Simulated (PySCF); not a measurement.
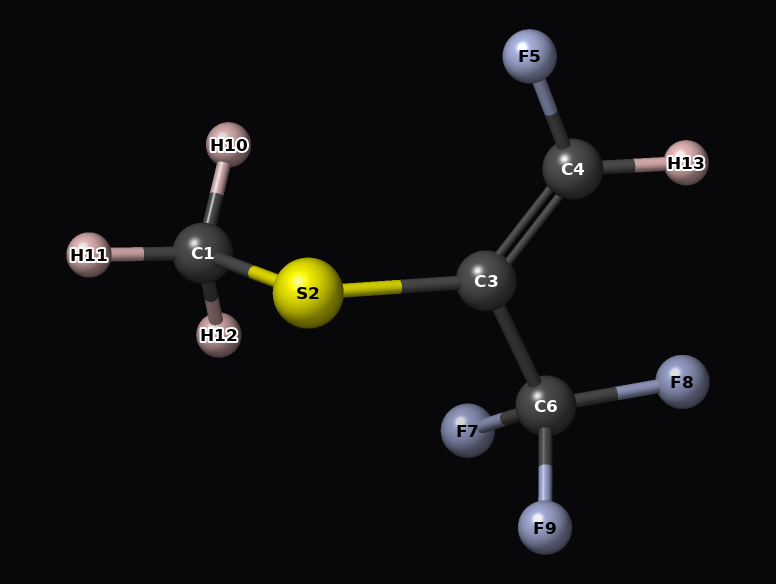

Computed geometry: PBE0-D3(BJ)/def2-SVP optimisation. No frequency run is at hand to confirm it as a minimum. Method: TDDFT CAM-B3LYP/def2-SVPD, vertical, gas phase, core orbitals frozen in the response (PySCF 2.14.0), and the same with a continuum solvent (IEF-PCM, Bondi radii x 1.2, gas-phase geometry).

How do dipole (D), HOMO–LUMO gap (eV), lowest singlet (eV) change in chloroform (ε = 4.7), acetone (ε = 20.5)?

```json
{"medium": "gas phase", "dipole (D)": "1.69", "HOMO–LUMO gap (eV)": "8.44", "lowest singlet (eV)": "4.85"}
{"medium": "chloroform", "dipole (D)": "2.07", "HOMO–LUMO gap (eV)": "8.56", "lowest singlet (eV)": "4.97"}
{"medium": "acetone", "dipole (D)": "2.22", "HOMO–LUMO gap (eV)": "8.61", "lowest singlet (eV)": "5.02"}
```
